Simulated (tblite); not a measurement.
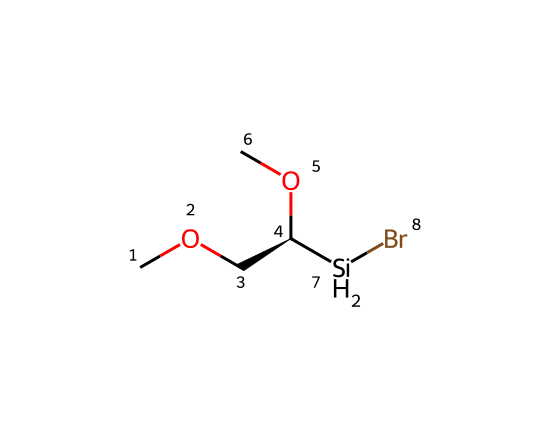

A structural formula, with wedges where it has stereocentres; small numbers name the atoms. The configuration is that of a computed structure (GFN2-xTB).

> What are the Cahn–Ingold–Prelog descriptors?

C4: S.
